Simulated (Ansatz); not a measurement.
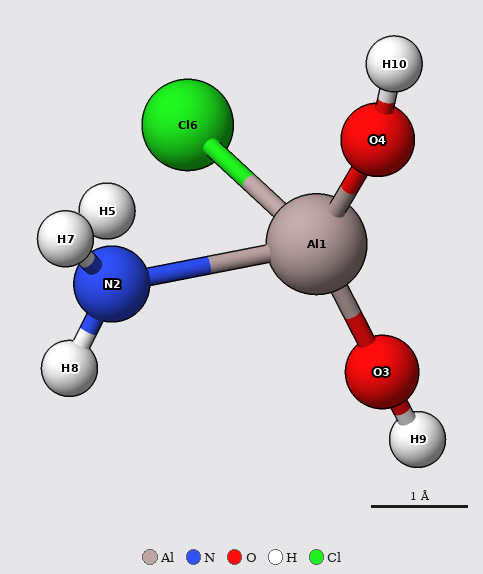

**Figure 1.** The starting structure (ball-and-stick view, seen at a tilt; atoms are numbered from 1 in the order of the input). Sticks mark near contacts. Bond lengths as drawn: Al–Cl 2.60 Å, Al–N 2.24 Å, Al–O 1.63 Å, H–N 1.01 Å and H–O 0.94 Å.

# Run report: AlNH5ClO2, molecular dynamics (part 1 of 2)

System: AlNH5ClO2.
Method: UKS B3LYP-D4/6-31G (Ansatz 0.2.0).

It belongs to a series of runs on one base structure; here: dynamics from the start. Figures and captions count atoms from 1; the log counts them from 0 in places.

**Output**
```
Engine: ansatz 0.2.0, aarch64-unknown-linux-gnu
Functional definition: B3LYP
  parameter a0 = 0.2
  parameter ax = 0.72
  parameter ac = 0.81
  exchange = (1 - a0 - ax)*slater_x + ax*b88_x + a0*exact_x
  correlation = (1 - ac)*vwn_rpa_c + ac*lyp_c
798 factors; integrals over basis functions are off by at most 1.8e-4 eV
mean field evaluation 1: about -24772.3647 eV, gradient 6.3e1 eV
mean field evaluation 2: about -24746.7781 eV, gradient 1.0e2 eV
mean field evaluation 4: about -24786.7343 eV, gradient 3.6e0 eV
mean field evaluation 8: about -24786.8218 eV, gradient 2.9e-1 eV
mean field evaluation 16: about -24786.8222 eV, gradient 1.8e-5 eV
mean field -24786.82216664 eV, -910.8989135127 hartree, gradient 1.8e-5 eV, S^2 0.000000; 0 other end points of the search recorded, 0 dependent functions left out
the calculation of the forces begins
reference -24786.82243666 eV, -910.8989234357 hartree; 29, 29 occupied and 34, 34 virtual orbitals, 798 factors
md step     0: t =     0.00 fs  T =   100.0 K  F+E_penalty+E_count = -24787.14269508 eV  E_kin = 0.103408 eV  conserved = -24787.03928708 eV  (29 SCF iters)
these checks for a lower state are left out or cut short: starts, cluster_reference, orbital_swaps, neighbouring_geometries, increment
798 factors; integrals over basis functions are off by at most 1.8e-4 eV
mean field -24786.82825809 eV, -910.8991373691 hartree, gradient 8.3e-6 eV, S^2 0.000000; 0 other end points of the search recorded, 0 dependent functions left out
the calculation of the forces begins
reference -24786.82852819 eV, -910.8991472950 hartree; 29, 29 occupied and 34, 34 virtual orbitals, 798 factors
md step     1: t =     0.50 fs  T =   105.9 K  F+E_penalty+E_count = -24787.14879484 eV  E_kin = 0.109537 eV  conserved = -24787.03925779 eV  (26 SCF iters)
[... from here on the SCF iterations and repeated set-up lines of each step are left out, up to the last step ...]
md step     2: t =     1.00 fs  T =   141.8 K  F+E_penalty+E_count = -24787.18586763 eV  E_kin = 0.146651 eV  conserved = -24787.03921674 eV  (27 SCF iters)
md step     3: t =     1.50 fs  T =   208.2 K  F+E_penalty+E_count = -24787.25453181 eV  E_kin = 0.215315 eV  conserved = -24787.03921724 eV  (30 SCF iters)
md step     4: t =     2.00 fs  T =   305.0 K  F+E_penalty+E_count = -24787.35477766 eV  E_kin = 0.315417 eV  conserved = -24787.03936093 eV  (30 SCF iters)
md step     5: t =     2.50 fs  T =   430.0 K  F+E_penalty+E_count = -24787.48447373 eV  E_kin = 0.444635 eV  conserved = -24787.03983825 eV  (31 SCF iters, 3 dispersion substeps)
md step     6: t =     3.00 fs  T =   576.0 K  F+E_penalty+E_count = -24787.63664152 eV  E_kin = 0.595648 eV  conserved = -24787.04099397 eV  (30 SCF iters, 3 dispersion substeps)
md step     7: t =     3.50 fs  T =   726.6 K  F+E_penalty+E_count = -24787.79474881 eV  E_kin = 0.751413 eV  conserved = -24787.04333590 eV  (30 SCF iters, 3 dispersion substeps)
md step     8: t =     4.00 fs  T =   850.1 K  F+E_penalty+E_count = -24787.92632565 eV  E_kin = 0.879070 eV  conserved = -24787.04725540 eV  (29 SCF iters, 3 dispersion substeps)
md step     9: t =     4.50 fs  T =   897.4 K  F+E_penalty+E_count = -24787.97992506 eV  E_kin = 0.927965 eV  conserved = -24787.05196023 eV  (30 SCF iters, 3 dispersion substeps)
md step    10: t =     5.00 fs  T =   819.9 K  F+E_penalty+E_count = -24787.90146853 eV  E_kin = 0.847850 eV  conserved = -24787.05361867 eV  (30 SCF iters, 3 dispersion substeps)
md step    11: t =     5.50 fs  T =   625.0 K  F+E_penalty+E_count = -24787.69261121 eV  E_kin = 0.646331 eV  conserved = -24787.04627977 eV  (29 SCF iters, 3 dispersion substeps)
md step    12: t =     6.00 fs  T =   436.9 K  F+E_penalty+E_count = -24787.48424651 eV  E_kin = 0.451755 eV  conserved = -24787.03249169 eV  (30 SCF iters, 3 dispersion substeps)
md step    13: t =     6.50 fs  T =   434.6 K  F+E_penalty+E_count = -24787.47886479 eV  E_kin = 0.449445 eV  conserved = -24787.02941959 eV  (29 SCF iters, 3 dispersion substeps)
md step    14: t =     7.00 fs  T =   654.3 K  F+E_penalty+E_count = -24787.71863090 eV  E_kin = 0.676620 eV  conserved = -24787.04201119 eV  (30 SCF iters, 3 dispersion substeps)
md step    15: t =     7.50 fs  T =   938.4 K  F+E_penalty+E_count = -24788.02360926 eV  E_kin = 0.970373 eV  conserved = -24787.05323644 eV  (29 SCF iters, 3 dispersion substeps)
md step    16: t =     8.00 fs  T =  1121.1 K  F+E_penalty+E_count = -24788.21370977 eV  E_kin = 1.159289 eV  conserved = -24787.05442094 eV  (30 SCF iters, 3 dispersion substeps)
md step    17: t =     8.50 fs  T =  1155.8 K  F+E_penalty+E_count = -24788.24534186 eV  E_kin = 1.195199 eV  conserved = -24787.05014249 eV  (30 SCF iters, 3 dispersion substeps)
md step    18: t =     9.00 fs  T =  1081.6 K  F+E_penalty+E_count = -24788.16401593 eV  E_kin = 1.118486 eV  conserved = -24787.04553006 eV  (30 SCF iters, 3 dispersion substeps)
md step    19: t =     9.50 fs  T =   955.6 K  F+E_penalty+E_count = -24788.03055492 eV  E_kin = 0.988167 eV  conserved = -24787.04238759 eV  (28 SCF iters, 3 dispersion substeps)
md step    20: t =    10.00 fs  T =   820.9 K  F+E_penalty+E_count = -24787.88955277 eV  E_kin = 0.848874 eV  conserved = -24787.04067878 eV  (30 SCF iters, 3 dispersion substeps)
md step    21: t =    10.50 fs  T =   702.6 K  F+E_penalty+E_count = -24787.76641538 eV  E_kin = 0.726527 eV  conserved = -24787.03988861 eV  (31 SCF iters, 3 dispersion substeps)
md step    22: t =    11.00 fs  T =   613.0 K  F+E_penalty+E_count = -24787.67339987 eV  E_kin = 0.633855 eV  conserved = -24787.03954529 eV  (30 SCF iters, 3 dispersion substeps)
md step    23: t =    11.50 fs  T =   557.7 K  F+E_penalty+E_count = -24787.61599964 eV  E_kin = 0.576659 eV  conserved = -24787.03934102 eV  (32 SCF iters, 3 dispersion substeps)
md step    24: t =    12.00 fs  T =   539.9 K  F+E_penalty+E_count = -24787.59746434 eV  E_kin = 0.558333 eV  conserved = -24787.03913150 eV  (31 SCF iters, 3 dispersion substeps)
md step    25: t =    12.50 fs  T =   563.1 K  F+E_penalty+E_count = -24787.62116858 eV  E_kin = 0.582254 eV  conserved = -24787.03891442 eV  (31 SCF iters, 3 dispersion substeps)
md step    26: t =    13.00 fs  T =   630.4 K  F+E_penalty+E_count = -24787.69072568 eV  E_kin = 0.651910 eV  conserved = -24787.03881548 eV  (30 SCF iters, 3 dispersion substeps)
md step    27: t =    13.50 fs  T =   743.5 K  F+E_penalty+E_count = -24787.80789943 eV  E_kin = 0.768803 eV  conserved = -24787.03909629 eV  (31 SCF iters, 3 dispersion substeps)
md step    28: t =    14.00 fs  T =   897.7 K  F+E_penalty+E_count = -24787.96845504 eV  E_kin = 0.928263 eV  conserved = -24787.04019219 eV  (30 SCF iters, 3 dispersion substeps)
md step    29: t =    14.50 fs  T =  1076.5 K  F+E_penalty+E_count = -24788.15587817 eV  E_kin = 1.113135 eV  conserved = -24787.04274276 eV  (31 SCF iters, 3 dispersion substeps)
md step    30: t =    15.00 fs  T =  1243.1 K  F+E_penalty+E_count = -24788.33292482 eV  E_kin = 1.285511 eV  conserved = -24787.04741366 eV  (30 SCF iters, 3 dispersion substeps)
md step    31: t =    15.50 fs  T =  1335.2 K  F+E_penalty+E_count = -24788.43461986 eV  E_kin = 1.380693 eV  conserved = -24787.05392702 eV  (30 SCF iters, 3 dispersion substeps)
md step    32: t =    16.00 fs  T =  1276.4 K  F+E_penalty+E_count = -24788.37856390 eV  E_kin = 1.319938 eV  conserved = -24787.05862632 eV  (30 SCF iters, 3 dispersion substeps)
md step    33: t =    16.50 fs  T =  1037.5 K  F+E_penalty+E_count = -24788.12595889 eV  E_kin = 1.072875 eV  conserved = -24787.05308419 eV  (30 SCF iters, 3 dispersion substeps)
md step    34: t =    17.00 fs  T =   735.2 K  F+E_penalty+E_count = -24787.79533432 eV  E_kin = 0.760291 eV  conserved = -24787.03504362 eV  (30 SCF iters, 3 dispersion substeps)
md step    35: t =    17.50 fs  T =   613.8 K  F+E_penalty+E_count = -24787.66039586 eV  E_kin = 0.634754 eV  conserved = -24787.02564226 eV  (31 SCF iters, 3 dispersion substeps)
md step    36: t =    18.00 fs  T =   786.0 K  F+E_penalty+E_count = -24787.85236926 eV  E_kin = 0.812784 eV  conserved = -24787.03958497 eV  (30 SCF iters, 3 dispersion substeps)
md step    37: t =    18.50 fs  T =  1083.4 K  F+E_penalty+E_count = -24788.17545101 eV  E_kin = 1.120338 eV  conserved = -24787.05511292 eV  (30 SCF iters, 3 dispersion substeps)
md step    38: t =    19.00 fs  T =  1283.1 K  F+E_penalty+E_count = -24788.38393513 eV  E_kin = 1.326790 eV  conserved = -24787.05714515 eV  (28 SCF iters, 3 dispersion substeps)
md step    39: t =    19.50 fs  T =  1314.3 K  F+E_penalty+E_count = -24788.41078815 eV  E_kin = 1.359054 eV  conserved = -24787.05173386 eV  (30 SCF iters, 3 dispersion substeps)
md step    40: t =    20.00 fs  T =  1223.1 K  F+E_penalty+E_count = -24788.31103786 eV  E_kin = 1.264797 eV  conserved = -24787.04624038 eV  (30 SCF iters, 3 dispersion substeps)
md step    41: t =    20.50 fs  T =  1076.8 K  F+E_penalty+E_count = -24788.15632327 eV  E_kin = 1.113515 eV  conserved = -24787.04280813 eV  (31 SCF iters, 3 dispersion substeps)
md step    42: t =    21.00 fs  T =   922.9 K  F+E_penalty+E_count = -24787.99530102 eV  E_kin = 0.954339 eV  conserved = -24787.04096246 eV  (31 SCF iters, 3 dispersion substeps)
md step    43: t =    21.50 fs  T =   788.8 K  F+E_penalty+E_count = -24787.85550143 eV  E_kin = 0.815634 eV  conserved = -24787.03986709 eV  (32 SCF iters, 3 dispersion substeps)
md step    44: t =    22.00 fs  T =   691.1 K  F+E_penalty+E_count = -24787.75375122 eV  E_kin = 0.714702 eV  conserved = -24787.03904900 eV  (32 SCF iters, 3 dispersion substeps)
md step    45: t =    22.50 fs  T =   642.4 K  F+E_penalty+E_count = -24787.70268744 eV  E_kin = 0.664291 eV  conserved = -24787.03839629 eV  (33 SCF iters, 3 dispersion substeps)
md step    46: t =    23.00 fs  T =   652.1 K  F+E_penalty+E_count = -24787.71235351 eV  E_kin = 0.674344 eV  conserved = -24787.03800978 eV  (32 SCF iters, 3 dispersion substeps)
md step    47: t =    23.50 fs  T =   725.8 K  F+E_penalty+E_count = -24787.78862675 eV  E_kin = 0.750517 eV  conserved = -24787.03810985 eV  (33 SCF iters, 3 dispersion substeps)
md step    48: t =    24.00 fs  T =   861.4 K  F+E_penalty+E_count = -24787.92974586 eV  E_kin = 0.890727 eV  conserved = -24787.03901837 eV  (32 SCF iters, 3 dispersion substeps)
md step    49: t =    24.50 fs  T =  1044.6 K  F+E_penalty+E_count = -24788.12143622 eV  E_kin = 1.080244 eV  conserved = -24787.04119252 eV  (33 SCF iters, 3 dispersion substeps)
md step    50: t =    25.00 fs  T =  1243.1 K  F+E_penalty+E_count = -24788.33062274 eV  E_kin = 1.285433 eV  conserved = -24787.04518951 eV  (32 SCF iters, 3 dispersion substeps)
md step    51: t =    25.50 fs  T =  1400.1 K  F+E_penalty+E_count = -24788.49899204 eV  E_kin = 1.447795 eV  conserved = -24787.05119680 eV  (32 SCF iters, 3 dispersion substeps)
md step    52: t =    26.00 fs  T =  1438.3 K  F+E_penalty+E_count = -24788.54474254 eV  E_kin = 1.487312 eV  conserved = -24787.05743078 eV  (29 SCF iters, 3 dispersion substeps)
md step    53: t =    26.50 fs  T =  1294.6 K  F+E_penalty+E_count = -24788.39645508 eV  E_kin = 1.338713 eV  conserved = -24787.05774237 eV  (31 SCF iters, 3 dispersion substeps)
md step    54: t =    27.00 fs  T =  1005.6 K  F+E_penalty+E_count = -24788.08495482 eV  E_kin = 1.039895 eV  conserved = -24787.04505980 eV  (31 SCF iters, 3 dispersion substeps)
md step    55: t =    27.50 fs  T =   767.7 K  F+E_penalty+E_count = -24787.82237974 eV  E_kin = 0.793840 eV  conserved = -24787.02854003 eV  (31 SCF iters, 3 dispersion substeps)
md step    56: t =    28.00 fs  T =   789.7 K  F+E_penalty+E_count = -24787.84790306 eV  E_kin = 0.816650 eV  conserved = -24787.03125304 eV  (28 SCF iters, 3 dispersion substeps)
md step    57: t =    28.50 fs  T =  1042.0 K  F+E_penalty+E_count = -24788.12538879 eV  E_kin = 1.077462 eV  conserved = -24787.04792685 eV  (30 SCF iters, 3 dispersion substeps)
md step    58: t =    29.00 fs  T =  1307.8 K  F+E_penalty+E_count = -24788.40868911 eV  E_kin = 1.352327 eV  conserved = -24787.05636217 eV  (30 SCF iters, 3 dispersion substeps)
md step    59: t =    29.50 fs  T =  1439.0 K  F+E_penalty+E_count = -24788.54230099 eV  E_kin = 1.488022 eV  conserved = -24787.05427947 eV  (31 SCF iters, 3 dispersion substeps)
md step    60: t =    30.00 fs  T =  1426.9 K  F+E_penalty+E_count = -24788.52488035 eV  E_kin = 1.475536 eV  conserved = -24787.04934423 eV  (31 SCF iters, 3 dispersion substeps)
md step    61: t =    30.50 fs  T =  1322.3 K  F+E_penalty+E_count = -24788.41285128 eV  E_kin = 1.367363 eV  conserved = -24787.04548875 eV  (31 SCF iters, 3 dispersion substeps)
md step    62: t =    31.00 fs  T =  1174.4 K  F+E_penalty+E_count = -24788.25744168 eV  E_kin = 1.214453 eV  conserved = -24787.04298903 eV  (31 SCF iters, 3 dispersion substeps)
md step    63: t =    31.50 fs  T =  1018.3 K  F+E_penalty+E_count = -24788.09419831 eV  E_kin = 1.052961 eV  conserved = -24787.04123722 eV  (31 SCF iters, 3 dispersion substeps)
md step    64: t =    32.00 fs  T =   879.2 K  F+E_penalty+E_count = -24787.94906769 eV  E_kin = 0.909199 eV  conserved = -24787.03986891 eV  (32 SCF iters, 3 dispersion substeps)
md step    65: t =    32.50 fs  T =   777.5 K  F+E_penalty+E_count = -24787.84283818 eV  E_kin = 0.804028 eV  conserved = -24787.03881044 eV  (32 SCF iters, 3 dispersion substeps)
md step    66: t =    33.00 fs  T =   728.9 K  F+E_penalty+E_count = -24787.79186886 eV  E_kin = 0.753756 eV  conserved = -24787.03811299 eV  (33 SCF iters, 3 dispersion substeps)
md step    67: t =    33.50 fs  T =   743.8 K  F+E_penalty+E_count = -24787.80706869 eV  E_kin = 0.769183 eV  conserved = -24787.03788566 eV  (33 SCF iters, 3 dispersion substeps)
md step    68: t =    34.00 fs  T =   825.5 K  F+E_penalty+E_count = -24787.89198250 eV  E_kin = 0.853665 eV  conserved = -24787.03831796 eV  (33 SCF iters, 3 dispersion substeps)
md step    69: t =    34.50 fs  T =   967.0 K  F+E_penalty+E_count = -24788.03971746 eV  E_kin = 0.999992 eV  conserved = -24787.03972594 eV  (33 SCF iters, 3 dispersion substeps)
md step    70: t =    35.00 fs  T =  1146.7 K  F+E_penalty+E_count = -24788.22834022 eV  E_kin = 1.185770 eV  conserved = -24787.04257018 eV  (31 SCF iters, 3 dispersion substeps)
md step    71: t =    35.50 fs  T =  1322.6 K  F+E_penalty+E_count = -24788.41499180 eV  E_kin = 1.367717 eV  conserved = -24787.04727500 eV  (30 SCF iters, 3 dispersion substeps)
md step    72: t =    36.00 fs  T =  1430.0 K  F+E_penalty+E_count = -24788.53216726 eV  E_kin = 1.478717 eV  conserved = -24787.05345026 eV  (30 SCF iters, 3 dispersion substeps)
md step    73: t =    36.50 fs  T =  1393.2 K  F+E_penalty+E_count = -24788.49876210 eV  E_kin = 1.440703 eV  conserved = -24787.05805949 eV  (30 SCF iters, 3 dispersion substeps)
md step    74: t =    37.00 fs  T =  1176.7 K  F+E_penalty+E_count = -24788.27106563 eV  E_kin = 1.216770 eV  conserved = -24787.05429573 eV  (28 SCF iters, 3 dispersion substeps)
md step    75: t =    37.50 fs  T =   868.3 K  F+E_penalty+E_count = -24787.93705925 eV  E_kin = 0.897939 eV  conserved = -24787.03912050 eV  (29 SCF iters, 3 dispersion substeps)
md step    76: t =    38.00 fs  T =   683.2 K  F+E_penalty+E_count = -24787.73405335 eV  E_kin = 0.706520 eV  conserved = -24787.02753376 eV  (31 SCF iters, 3 dispersion substeps)
md step    77: t =    38.50 fs  T =   767.2 K  F+E_penalty+E_count = -24787.82867102 eV  E_kin = 0.793348 eV  conserved = -24787.03532340 eV  (30 SCF iters, 3 dispersion substeps)
md step    78: t =    39.00 fs  T =  1028.0 K  F+E_penalty+E_count = -24788.11257569 eV  E_kin = 1.062987 eV  conserved = -24787.04958915 eV  (31 SCF iters, 3 dispersion substeps)
md step    79: t =    39.50 fs  T =  1267.5 K  F+E_penalty+E_count = -24788.36570653 eV  E_kin = 1.310735 eV  conserved = -24787.05497108 eV  (30 SCF iters, 3 dispersion substeps)
md step    80: t =    40.00 fs  T =  1377.8 K  F+E_penalty+E_count = -24788.47784265 eV  E_kin = 1.424803 eV  conserved = -24787.05303963 eV  (31 SCF iters, 3 dispersion substeps)
md step    81: t =    40.50 fs  T =  1356.9 K  F+E_penalty+E_count = -24788.45236531 eV  E_kin = 1.403107 eV  conserved = -24787.04925820 eV  (31 SCF iters, 3 dispersion substeps)
md step    82: t =    41.00 fs  T =  1244.7 K  F+E_penalty+E_count = -24788.33294397 eV  E_kin = 1.287130 eV  conserved = -24787.04581388 eV  (31 SCF iters, 3 dispersion substeps)
md step    83: t =    41.50 fs  T =  1086.1 K  F+E_penalty+E_count = -24788.16611297 eV  E_kin = 1.123131 eV  conserved = -24787.04298175 eV  (30 SCF iters, 3 dispersion substeps)
md step    84: t =    42.00 fs  T =   920.9 K  F+E_penalty+E_count = -24787.99296846 eV  E_kin = 0.952266 eV  conserved = -24787.04070210 eV  (30 SCF iters, 3 dispersion substeps)
md step    85: t =    42.50 fs  T =   782.4 K  F+E_penalty+E_count = -24787.84802220 eV  E_kin = 0.809055 eV  conserved = -24787.03896720 eV  (30 SCF iters, 3 dispersion substeps)
md step    86: t =    43.00 fs  T =   696.7 K  F+E_penalty+E_count = -24787.75826551 eV  E_kin = 0.720466 eV  conserved = -24787.03779959 eV  (30 SCF iters, 3 dispersion substeps)
md step    87: t =    43.50 fs  T =   681.7 K  F+E_penalty+E_count = -24787.74216128 eV  E_kin = 0.704913 eV  conserved = -24787.03724793 eV  (30 SCF iters, 3 dispersion substeps)
md step    88: t =    44.00 fs  T =   745.6 K  F+E_penalty+E_count = -24787.80848558 eV  E_kin = 0.771058 eV  conserved = -24787.03742756 eV  (30 SCF iters, 3 dispersion substeps)
md step    89: t =    44.50 fs  T =   885.6 K  F+E_penalty+E_count = -24787.95432188 eV  E_kin = 0.915762 eV  conserved = -24787.03855965 eV  (30 SCF iters, 3 dispersion substeps)
md step    90: t =    45.00 fs  T =  1083.8 K  F+E_penalty+E_count = -24788.16173704 eV  E_kin = 1.120758 eV  conserved = -24787.04097933 eV  (30 SCF iters, 3 dispersion substeps)
md step    91: t =    45.50 fs  T =  1303.9 K  F+E_penalty+E_count = -24788.39336520 eV  E_kin = 1.348318 eV  conserved = -24787.04504690 eV  (30 SCF iters, 3 dispersion substeps)
md step    92: t =    46.00 fs  T =  1487.3 K  F+E_penalty+E_count = -24788.58873733 eV  E_kin = 1.537997 eV  conserved = -24787.05073997 eV  (29 SCF iters, 3 dispersion substeps)
md step    93: t =    46.50 fs  T =  1558.6 K  F+E_penalty+E_count = -24788.66826269 eV  E_kin = 1.611763 eV  conserved = -24787.05649930 eV  (27 SCF iters, 3 dispersion substeps)
md step    94: t =    47.00 fs  T =  1454.9 K  F+E_penalty+E_count = -24788.56204337 eV  E_kin = 1.504512 eV  conserved = -24787.05753147 eV  (29 SCF iters, 3 dispersion substeps)
md step    95: t =    47.50 fs  T =  1194.2 K  F+E_penalty+E_count = -24788.28263231 eV  E_kin = 1.234940 eV  conserved = -24787.04769227 eV  (30 SCF iters, 3 dispersion substeps)
md step    96: t =    48.00 fs  T =   936.0 K  F+E_penalty+E_count = -24787.99941247 eV  E_kin = 0.967922 eV  conserved = -24787.03149067 eV  (30 SCF iters, 3 dispersion substeps)
md step    97: t =    48.50 fs  T =   893.2 K  F+E_penalty+E_count = -24787.95178630 eV  E_kin = 0.923661 eV  conserved = -24787.02812536 eV  (30 SCF iters, 3 dispersion substeps)
md step    98: t =    49.00 fs  T =  1109.5 K  F+E_penalty+E_count = -24788.18864426 eV  E_kin = 1.147281 eV  conserved = -24787.04136281 eV  (30 SCF iters, 3 dispersion substeps)
md step    99: t =    49.50 fs  T =  1416.8 K  F+E_penalty+E_count = -24788.51855863 eV  E_kin = 1.465130 eV  conserved = -24787.05342818 eV  (29 SCF iters, 3 dispersion substeps)
md step   100: t =    50.00 fs  T =  1633.0 K  F+E_penalty+E_count = -24788.74467748 eV  E_kin = 1.688646 eV  conserved = -24787.05603185 eV  (29 SCF iters, 3 dispersion substeps)
md step   101: t =    50.50 fs  T =  1690.0 K  F+E_penalty+E_count = -24788.80059031 eV  E_kin = 1.747614 eV  conserved = -24787.05297639 eV  (29 SCF iters, 3 dispersion substeps)
md step   102: t =    51.00 fs  T =  1609.8 K  F+E_penalty+E_count = -24788.71317896 eV  E_kin = 1.664667 eV  conserved = -24787.04851176 eV  (30 SCF iters, 3 dispersion substeps)
md step   103: t =    51.50 fs  T =  1447.0 K  F+E_penalty+E_count = -24788.54076778 eV  E_kin = 1.496343 eV  conserved = -24787.04442523 eV  (30 SCF iters, 3 dispersion substeps)
md step   104: t =    52.00 fs  T =  1258.0 K  F+E_penalty+E_count = -24788.34213333 eV  E_kin = 1.300916 eV  conserved = -24787.04121687 eV  (30 SCF iters, 3 dispersion substeps)
md step   105: t =    52.50 fs  T =  1089.7 K  F+E_penalty+E_count = -24788.16579120 eV  E_kin = 1.126837 eV  conserved = -24787.03895424 eV  (31 SCF iters, 3 dispersion substeps)
md step   106: t =    53.00 fs  T =   976.2 K  F+E_penalty+E_count = -24788.04708244 eV  E_kin = 1.009502 eV  conserved = -24787.03758034 eV  (31 SCF iters, 3 dispersion substeps)
md step   107: t =    53.50 fs  T =   938.9 K  F+E_penalty+E_count = -24788.00794397 eV  E_kin = 0.970916 eV  conserved = -24787.03702756 eV  (30 SCF iters, 3 dispersion substeps)
md step   108: t =    54.00 fs  T =   986.4 K  F+E_penalty+E_count = -24788.05733417 eV  E_kin = 1.020041 eV  conserved = -24787.03729287 eV  (31 SCF iters, 3 dispersion substeps)
md step   109: t =    54.50 fs  T =  1114.5 K  F+E_penalty+E_count = -24788.19100364 eV  E_kin = 1.152508 eV  conserved = -24787.03849546 eV  (30 SCF iters, 3 dispersion substeps)
md step   110: t =    55.00 fs  T =  1304.4 K  F+E_penalty+E_count = -24788.38974576 eV  E_kin = 1.348846 eV  conserved = -24787.04089989 eV  (31 SCF iters, 3 dispersion substeps)
```
